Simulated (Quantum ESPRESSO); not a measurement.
# InP (F-43m): modes at Γ and the response to a field

Which modes does InP (F-43m) have at the zone centre?

Method: DFT LDA, scalar-relativistic, plane waves, PseudoDojo norm-conserving pseudopotentials, in Quantum ESPRESSO 7.5.

Experimental background.

“Universal growth of ultra-thin III–V semiconductor single crystals” (2020, pmc:7414113) reports for InP, zinc blende, by Raman, 532 nm excitation (bulk InP reference crystal): Raman mode (TO, bulk) 306 cm⁻¹ [bulk reference spectrum shown in the supplement; assignment to TO implied by order].

The database entry behind the starting cell differs from later determinations by our own check (0.1 to 0.3 % short, probably kX units), so it need not match the best structure at ambient conditions.

### 1. Starting point

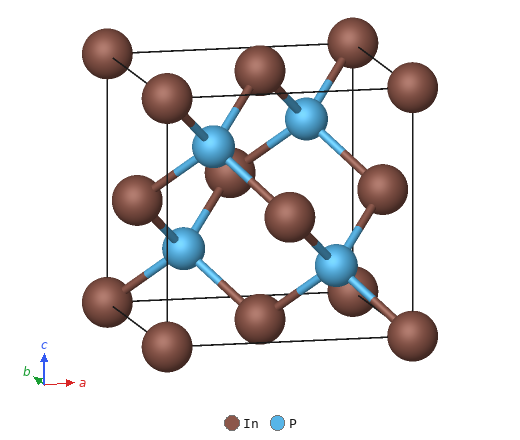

The starting structure, seen slightly off an axis (indium brown, phosphorus blue). This picture shows the conventional cell, with its axes. Bonds to atoms that aren't drawn are left out. Some periodic images of atoms are drawn too.

### 2. A first look

A cheap run with smearing and empty bands tells whether the crystal has a gap, which decides between fixed occupations and smearing later on.

Input file probe.in:

```
&control
   calculation = 'scf'
   prefix = 'x'
   outdir = './tmp'
   pseudo_dir = './pseudo'
   tprnfor = .true.
   tstress = .true.
   verbosity = 'high'
/
&system
   ibrav = 0
   nat = 2
   ntyp = 2
   ecutwfc = 77.0
   occupations = 'smearing'
   smearing = 'gaussian'
   degauss = 0.01
/
&electrons
   conv_thr = 1.0d-07
   mixing_beta = 0.7
   electron_maxstep = 100
/
ATOMIC_SPECIES
 In    114.8180  In.upf
 P      30.9738  P.upf
CELL_PARAMETERS angstrom
    -2.930500000    0.000000000    2.930500000
     0.000000000    2.930500000    2.930500000
    -2.930500000    2.930500000    0.000000000
ATOMIC_POSITIONS crystal
 In     0.000000000   0.000000000   0.000000000
 P      0.250000000   0.250000000   0.250000000
K_POINTS automatic
 6 6 6 1 1 1
```

Run with:

```console
$ OMP_NUM_THREADS=1 mpirun -n 4 pw.x -nk 4 -in probe.in > probe.out
```

The program printed:

```text
[banners, grids, parts of the stress and lines that vanish by symmetry left out]
Program PWSCF v.7.5
     Message from routine setup:
     using ibrav=0 with symmetry is DISCOURAGED, use correct ibrav instead
[...]
kinetic-energy cutoff     =      77.0000  Ry
     charge density cutoff     =     308.0000  Ry
     scf convergence threshold =      1.0E-07
[...]
Exchange-correlation= SLA  PW   NOGX NOGC
                           (   1   4   0   0   0   0   0)
[...]
24 Sym. Ops. (no inversion) found
[...]
(     0          1          0      )
                  (     0          0          1      )
[...]
(  0.0000000  1.0000000  0.0000000 )
                  ( -0.0000000 -0.0000000  1.0000000 )
[...]
(     1          0         -1      )
                  (     0          0         -1      )
[...]
(  0.0000000  1.0000000  0.0000000 )
[...]
(    -1          0          1      )
                  (    -1          0          0      )
[...]
( -0.0000000 -0.0000000  1.0000000 )
                  (  0.0000000 -1.0000000 -0.0000000 )
[...]
number of k points=    28  Gaussian smearing, width (Ry)=  0.0100
[...]
End of self-consistent calculation
[...]
the Fermi energy is     7.5206 ev
!    total energy              =    -146.43857096 Ry
[...]
convergence has been achieved in   6 iterations
[...]
atom    1 type  1   force =     0.00000000   -0.00000000   -0.00000000
     atom    2 type  2   force =     0.00000000   -0.00000000    0.00000000
[...]
Total force =     0.000000     Total SCF correction =     0.000000
[...]
total   stress  (Ry/bohr**3)                   (kbar)     P=      -13.73
[...]
XML data file, charge density, pseudopotentials, collected wavefunctions

   JOB DONE.
```

It took 4.8 s on 4 MPI ranks of Arm Neoverse V2, shared host; 19 s of CPU time.

Numbers from this step:

| Quantity | Value |
| --- | --- |
| volume per atom | 25.17 Å³ |
| pressure | -1.373 GPa |
| gap on the k-mesh | 1.298 eV |

A gap of 1.3 eV opens on this mesh, so the crystal is taken as an insulator; the start stands at -1.4 GPa.

### 3. Relaxing the cell and atoms

The relaxation runs at a cutoff a fifth above that of the response, since stress converges more slowly with the basis than frequencies do. Forces and stress are brought to rest with tight thresholds.

Input file relax.in:

```
&control
   calculation = 'vc-relax'
   prefix = 'x'
   outdir = './tmp'
   pseudo_dir = './pseudo'
   tprnfor = .true.
   tstress = .true.
   forc_conv_thr = 2.0d-05
   etot_conv_thr = 1.0d-07
   nstep = 40
/
&system
   ibrav = 0
   nat = 2
   ntyp = 2
   ecutwfc = 92
   occupations = 'fixed'
   nbnd = 11
/
&electrons
   conv_thr = 1.0d-11
   mixing_beta = 0.7
   electron_maxstep = 100
/
&ions
/
&cell
   press_conv_thr = 0.2
/
ATOMIC_SPECIES
 In    114.8180  In.upf
 P      30.9738  P.upf
CELL_PARAMETERS angstrom
    -2.930500000    0.000000000    2.930500000
     0.000000000    2.930500000    2.930500000
    -2.930500000    2.930500000    0.000000000
ATOMIC_POSITIONS crystal
 In     0.000000000   0.000000000   0.000000000
 P      0.250000000   0.250000000   0.250000000
K_POINTS automatic
 8 8 8 1 1 1
```

Run with:

```console
$ OMP_NUM_THREADS=1 mpirun -n 4 pw.x -nk 4 -in relax.in > relax.out
```

The program printed:

```text
[banners, grids, parts of the stress and lines that vanish by symmetry left out]
[banner, memory and clock lines left out]
Program PWSCF v.7.5

[...]
kinetic-energy cutoff     =      92.0000  Ry
     charge density cutoff     =     368.0000  Ry
     scf convergence threshold =      1.0E-11
[...]
energy convergence thresh.=      1.0E-07
     force convergence thresh. =      2.0E-05
     press convergence thresh. =      2.0E-01
     Exchange-correlation= SLA  PW   NOGX NOGC
                           (   1   4   0   0   0   0   0)
[...]
24 Sym. Ops. (no inversion) found
[...]
number of k points=    60
[...]
End of self-consistent calculation
[...]
highest occupied, lowest unoccupied level (ev):     6.8285    7.9002
!    total energy              =    -146.43860102 Ry
[...]
convergence has been achieved in  11 iterations
[...]
atom    1 type  1   force =    -0.00000000   -0.00000000    0.00000000
     atom    2 type  2   force =     0.00000000    0.00000000    0.00000000
     Total force =     0.000000     Total SCF correction =     0.000000
[...]
total   stress  (Ry/bohr**3)                   (kbar)     P=      -13.32
[...]
number of bfgs steps    =   0
[...]
CELL_PARAMETERS (angstrom)
[...]
ATOMIC_POSITIONS (crystal)
In               0.0000000000       -0.0000000000       -0.0000000000
P                0.2500000000        0.2500000000        0.2500000000
[...]
New effective cutoffs (rho, wfc):  368.55   92.41
[...]
End of self-consistent calculation
[...]
highest occupied, lowest unoccupied level (ev):     6.9156    8.0161
!    total energy              =    -146.43877469 Ry
[...]
convergence has been achieved in   5 iterations
[...]
atom    1 type  1   force =    -0.00000000    0.00000000    0.00000000
     atom    2 type  2   force =     0.00000000   -0.00000000   -0.00000000
     Total force =     0.000000     Total SCF correction =     0.000000
[...]
total   stress  (Ry/bohr**3)                   (kbar)     P=       -8.84
[...]
number of bfgs steps    =   1
[...]
CELL_PARAMETERS (angstrom)
[...]
ATOMIC_POSITIONS (crystal)
In               0.0000000000        0.0000000000       -0.0000000000
P                0.2500000000        0.2500000000        0.2500000000
[...]
New effective cutoffs (rho, wfc):  371.07   93.05
[...]
End of self-consistent calculation
[...]
highest occupied, lowest unoccupied level (ev):     7.0478    8.1923
!    total energy              =    -146.43889989 Ry
[...]
convergence has been achieved in   8 iterations
[...]
atom    1 type  1   force =    -0.00000000    0.00000000   -0.00000000
     atom    2 type  2   force =     0.00000000    0.00000000    0.00000000
     Total force =     0.000000     Total SCF correction =     0.000000
[...]
total   stress  (Ry/bohr**3)                   (kbar)     P=       -1.82
[...]
number of bfgs steps    =   2
[...]
CELL_PARAMETERS (angstrom)
[...]
ATOMIC_POSITIONS (crystal)
[...]
New effective cutoffs (rho, wfc):  371.72   93.21
[...]
End of self-consistent calculation
[...]
highest occupied, lowest unoccupied level (ev):     7.0821    8.2380
!    total energy              =    -146.43890520 Ry
[...]
convergence has been achieved in   7 iterations
[...]
atom    1 type  1   force =     0.00000000    0.00000000   -0.00000000
     atom    2 type  2   force =    -0.00000000   -0.00000000    0.00000000
     Total force =     0.000000     Total SCF correction =     0.000000
[...]
total   stress  (Ry/bohr**3)                   (kbar)     P=        0.04
[...]
number of bfgs steps    =   3
[...]
small trust_radius: resetting bfgs history
[...]
CELL_PARAMETERS (angstrom)
[...]
ATOMIC_POSITIONS (crystal)
[...]
New effective cutoffs (rho, wfc):  371.72   93.21
[...]
End of self-consistent calculation
[...]
highest occupied, lowest unoccupied level (ev):     7.0818    8.2376
!    total energy              =    -146.43890520 Ry
[...]
convergence has been achieved in   3 iterations
[...]
atom    1 type  1   force =     0.00000000    0.00000000    0.00000000
     atom    2 type  2   force =     0.00000000    0.00000000   -0.00000000
     Total force =     0.000000     Total SCF correction =     0.000000
[...]
total   stress  (Ry/bohr**3)                   (kbar)     P=        0.03
[...]
bfgs converged in   5 scf cycles and   4 bfgs steps
[...]
End of BFGS Geometry Optimization
     Final enthalpy           =    -146.4389051998 Ry
     File ./tmp/x.bfgs deleted, as requested
[...]
CELL_PARAMETERS (angstrom)
[...]
ATOMIC_POSITIONS (crystal)
In               0.0000000000       -0.0000000000        0.0000000000
P                0.2500000000        0.2500000000        0.2500000000
[...]
Final scf calculation at the relaxed structure.
[...]
kinetic-energy cutoff     =      92.0000  Ry
     charge density cutoff     =     368.0000  Ry
     scf convergence threshold =      1.0E-13
[...]
press convergence thresh. =      2.0E-01
     Exchange-correlation= SLA  PW   NOGX NOGC
                           (   1   4   0   0   0   0   0)
[...]
24 Sym. Ops. (no inversion) found
[...]
number of k points=    60
[...]
c_bands:  1 eigenvalues not converged
     c_bands:  1 eigenvalues not converged
     c_bands:  1 eigenvalues not converged
     c_bands:  1 eigenvalues not converged
[...]
c_bands:  1 eigenvalues not converged
     c_bands:  1 eigenvalues not converged
[...]
End of self-consistent calculation
[...]
highest occupied, lowest unoccupied level (ev):     7.0818    8.2376
!    total energy              =    -146.43890365 Ry
[...]
convergence has been achieved in  13 iterations
[...]
atom    1 type  1   force =     0.00000000    0.00000000   -0.00000000
     atom    2 type  2   force =    -0.00000000    0.00000000   -0.00000000
     Total force =     0.000000     Total SCF correction =     0.000000
[...]
total   stress  (Ry/bohr**3)                   (kbar)     P=        0.03
[...]
XML data file, charge density, pseudopotentials, collected wavefunctions
```

Elapsed: 61 s, on 4 MPI ranks.

The steps of the relaxation:

```
step  energy less that of the first step (eV)  largest force (eV/Å)  pressure (GPa)  volume (Å³)
   1                                   0.0000                0.0000           -1.33        50.33
   2                                  -0.0024                0.0000           -0.88        49.99
   3                                  -0.0041                0.0000           -0.18        49.48
   4                                  -0.0041                0.0000            0.00        49.35
   5                                  -0.0041                0.0000            0.00        49.35
   6                                  -0.0041                0.0000            0.00        49.35
```

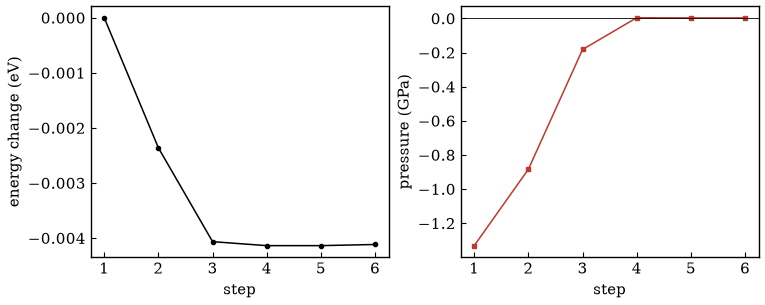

Energy and pressure along the relaxation.

```
conventional cell, symmetrised  before  after  change
                         a (Å)   5.861  5.823  -0.7 %
                         b (Å)   5.861  5.823  -0.7 %
                         c (Å)   5.861  5.823  -0.7 %
              volume (Å³/atom)   25.17  24.68  -1.9 %
```

Final coordinates:

```cif
data_structure
_symmetry_space_group_name_H-M 'P 1'
_symmetry_Int_Tables_number 1
_cell_length_a 4.1173
_cell_length_b 4.1173
_cell_length_c 4.1173
_cell_angle_alpha 60.000
_cell_angle_beta 60.000
_cell_angle_gamma 60.000
_cell_volume 49.35
loop_
_atom_site_label
_atom_site_type_symbol
_atom_site_fract_x
_atom_site_fract_y
_atom_site_fract_z
_atom_site_occupancy
In1 In 0.00000 0.00000 0.00000 1
P2 P 0.25000 0.25000 0.25000 1
```

The last row of the table of steps is pw.x's closing run on a basis chosen anew for the final cell, so its energy can jump.

Read from the output:

* volume per atom: 24.68 Å³
* pressure: 0.003000 GPa
* gap on the k-mesh: 1.156 eV

The volume changes by -1.9 % from the cell with which this run began.

### 4. Self-consistent run for the response

Perturbation theory inherits every error of the wavefunctions, so the threshold is set near the limit of the arithmetic. With a gap, occupations are fixed, which also allows the response to an electric field.

Input file scf.in:

```
&control
   calculation = 'scf'
   prefix = 'x'
   outdir = './tmp'
   pseudo_dir = './pseudo'
   tprnfor = .true.
   tstress = .true.
/
&system
   ibrav = 0
   nat = 2
   ntyp = 2
   ecutwfc = 77.0
   occupations = 'fixed'
   nbnd = 11
/
&electrons
   conv_thr = 1.0d-12
   mixing_beta = 0.7
   electron_maxstep = 100
/
ATOMIC_SPECIES
 In    114.8180  In.upf
 P      30.9738  P.upf
CELL_PARAMETERS angstrom
    -2.911375987    0.000000000    2.911375987
     0.000000000    2.911375987    2.911375987
    -2.911375987    2.911375987    0.000000000
ATOMIC_POSITIONS crystal
 In     0.000000000   0.000000000   0.000000000
 P      0.250000000   0.250000000   0.250000000
K_POINTS automatic
 8 8 8 1 1 1
```

Run with:

```console
$ OMP_NUM_THREADS=1 mpirun -n 4 pw.x -nk 4 -in scf.in > scf.out
```

The program printed:

```text
[banners, grids, parts of the stress and lines that vanish by symmetry left out]
[banner, memory and clock lines left out]
Program PWSCF v.7.5

[...]
kinetic-energy cutoff     =      77.0000  Ry
     charge density cutoff     =     308.0000  Ry
     scf convergence threshold =      1.0E-12
[...]
Exchange-correlation= SLA  PW   NOGX NOGC
                           (   1   4   0   0   0   0   0)
[...]
24 Sym. Ops. (no inversion) found
[...]
number of k points=    60
[...]
c_bands:  1 eigenvalues not converged
[...]
End of self-consistent calculation
[...]
highest occupied, lowest unoccupied level (ev):     7.0818    8.2376
!    total energy              =    -146.43887900 Ry
[...]
convergence has been achieved in  10 iterations
[...]
atom    1 type  1   force =    -0.00000000    0.00000000    0.00000000
     atom    2 type  2   force =     0.00000000    0.00000000   -0.00000000
     Total force =     0.000000     Total SCF correction =     0.000000
[...]
total   stress  (Ry/bohr**3)                   (kbar)     P=       -0.00
[...]
XML data file, charge density, pseudopotentials, collected wavefunctions
```

The job ended after 13 s (4 MPI ranks).

Read from the output:

- pressure: 0 GPa

The cell stands at 0 GPa, close enough for phonons.

(Part 1 of 2 ends here.)

[Host names and launcher messages were left out of these logs when they were recorded.]

[Logs are printed without paths, hosts, clocks, repeated set-up lines and the standing remarks that a program may print on its own settings, such as how far it seeks lower states.]

[Hosts, paths, dates, database ids (printed as entryN), source tags and the programs' standing remarks are cut or masked in the printed files.]
